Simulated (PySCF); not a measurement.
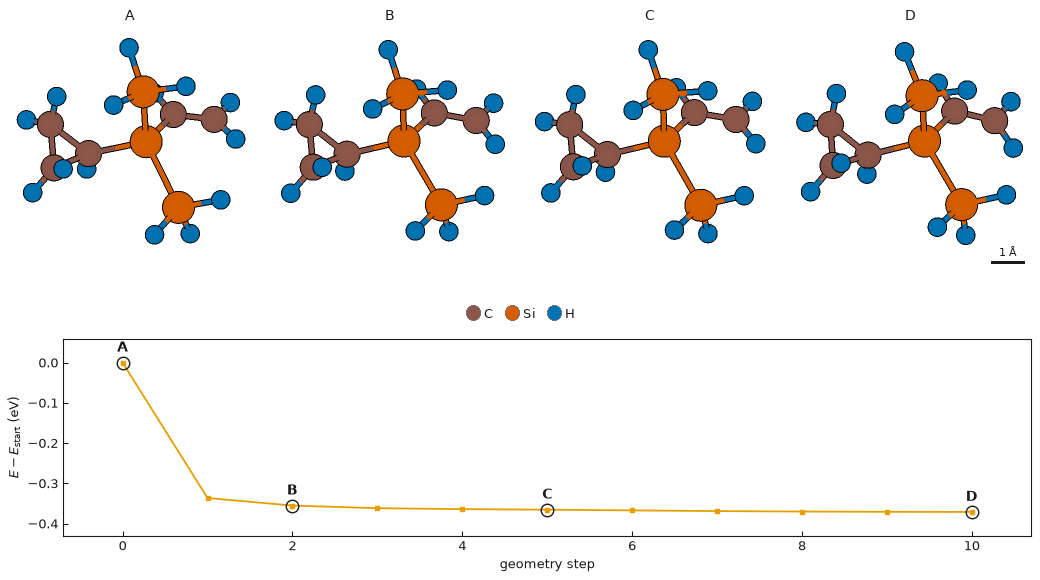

Frames of a relaxation of C5H14Si3, marked on the history of the run. The picture is a ball-and-stick view, seen at a tilt.

The start comes from GFN2-xTB. Its atoms were then displaced at random by about 0.01 Å.

The calculation used PBE0-D3(BJ)/def2-SVP geometry optimisation, gas phase in PySCF. 

Describe the path.

Answer. An H atom moves most after the best rigid fit: 0.41 Å. Largest moves by element: H 0.41 Å, Si 0.14 Å, C 0.13 Å. Near-neighbour distances that change, for instance: H–Si 1.437 → 1.496 Å, Si–Si 2.305 → 2.349 Å, C–H 1.051 → 1.093 Å, C–Si 1.915 → 1.875 Å. Bond angles that change, for instance: Si–Si–Si 116.0° → 107.6°, C–Si–C 103.9° → 111.2°, Si–Si–H 115.1° → 109.3°. Over 10 geometry steps the energy falls by 0.371 eV. From step 0 to 2: an H atom moves most (0.19 Å), energy −0.355 eV. From step 2 to 5: H atoms move most (0.09 Å), energy −0.010 eV. From step 5 to 10: an H atom moves most (0.24 Å), energy −0.006 eV.

| step | E − E(0), eV |
| --- | --- |
| 0 | 0.0000 |
| 1 | -0.3363 |
| 2 | -0.3552 |
| 3 | -0.3617 |
| 4 | -0.3640 |
| 5 | -0.3654 |
| 6 | -0.3672 |
| 7 | -0.3688 |
| 8 | -0.3700 |
| 9 | -0.3706 |
| 10 | -0.3710 |
